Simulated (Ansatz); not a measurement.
# SF2 (sulfur difluoride): revPBE/def2-TZVP

Aim: the electronic atomisation energy of SF2 (sulfur difluoride) at revPBE/def2-TZVP, from 3 runs. 

The results are computed with Ansatz 0.2.0.

42 further runs of the same task are left out: 42 set aside as unsound or not needed.

**1. The molecule**

The species is SF2 (3 atoms), meant as a singlet with charge 0. As SMILES, `FSF`. Geometry: relaxed at PBE0-D4/def2-TZVP.

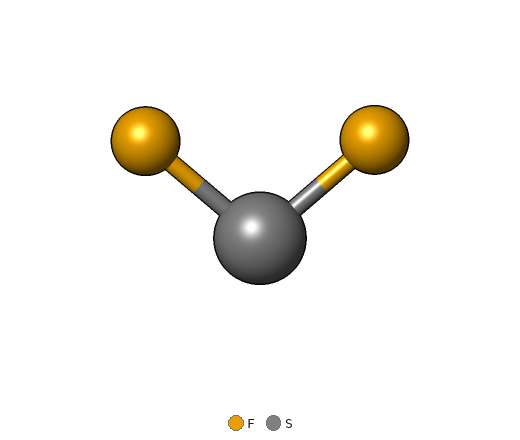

Viewed from a chosen angle; fluorine amber, sulfur grey.

**2. The energy at revPBE/def2-TZVP**

The input, job.yaml:

```yaml
crystal:
  periodic: [false, false, false]
  atoms:
    - {symbol: F, position_ang: [0.440140, 1.116450, 0.365400]}
    - {symbol: S, position_ang: [-0.601990, 0.126530, -0.315250]}
    - {symbol: F, position_ang: [0.161840, -1.242970, -0.050150]}
basis:
  gaussian:
    orbitals: def2-TZVP
hamiltonian:
  xc: {name: revPBE}
accuracy: high
output:
  orbitals: {seedname: orbitals}
```

The run is started by

```console
$ ansatz run job.yaml --threads 1 --pin off --max-ram 3480MiB --events-out events.jsonl --progress --plain --runs-dir runs
```

The log of the run:

```text
Warning: RAYON_NUM_THREADS=1 ignored (pool sized by the plan → 1); use --threads N
Functional definition: revPBE
  name "revPBE"
  parameter kappa = 1.245
  parameter beta = 0.06672455060314922
  exchange = pbe_x(kappa = kappa, mu = beta*pi^2/3)
  correlation = pbe_c(beta = beta)
1532 factors; integrals over basis functions are off by at most 3.3e-9 eV
mean field evaluation 1: about -16265.0214 eV, gradient 3.7e1 eV
mean field evaluation 2: about -16256.6910 eV, gradient 8.4e1 eV
mean field evaluation 4: about -16266.7960 eV, gradient 1.4e0 eV
mean field evaluation 8: about -16266.7957 eV, gradient 3.1e-2 eV
mean field evaluation 16: about -16266.7957 eV, gradient 1.8e-6 eV
mean field -16266.79574002 eV, -597.7937174155 hartree, gradient 1.1e-8 eV, S^2 0.000000; 0 other end points of the search recorded, 0 dependent functions left out
reference -16266.79574239 eV, -597.7937175027 hartree; 17, 17 occupied and 82, 82 virtual orbitals, 1532 factors
Total energy: -16266.79574239 eV, -597.7937175027 hartree
```

Wall time 3.9 s (1 thread of Arm Neoverse V1, shared host); peak memory 0.19 GiB.

**3. The F atom at the same level**

The input, job.yaml:

```yaml
crystal:
  periodic: [false, false, false]
  atoms:
    - symbol: F
      position_ang: [0.000000, 0.000000, 0.000000]
basis:
  gaussian:
    orbitals: def2-TZVP
accuracy: high
hamiltonian:
  xc: {name: revPBE}
magnetization:
  spin_polarized: true
  initial_magnetization: 1
```

Run the same way, it converges to -99.73486 Eh (log not shown).

**4. The S atom at the same level**

The input, in.yaml:

```yaml
crystal:
  periodic: [false, false, false]
  atoms:
    - symbol: S
      position_ang: [0.000000, 0.000000, 0.000000]
basis:
  gaussian:
    orbitals: def2-TZVP
total_charge: 0
magnetization:
  spin_polarized: true
  initial_magnetization: 2
hamiltonian:
  xc: {name: revPBE}
accuracy: high
```

Run the same way, it converges to -398.04156 Eh (log not shown).

**5. Results**

At revPBE/def2-TZVP:

| quantity | value |
| --- | --- |
| molecule: total energy | -597.79372 Eh |
| molecule: HOMO energy | -5.59 eV |
| molecule: LUMO energy | -2.65 eV |
| molecule: HOMO–LUMO gap | 2.95 eV |
| F atom: total energy | -99.73486 Eh |
| F atom: ⟨S²⟩ | 0.751 |
| S atom: total energy | -398.04156 Eh |
| S atom: ⟨S²⟩ | 2.004 |
| electronic atomisation energy | 7.685 eV |

Taking the molecule apart into free atoms costs 7.69 eV (177 kcal/mol), before zero-point energy and without spin-orbit coupling.
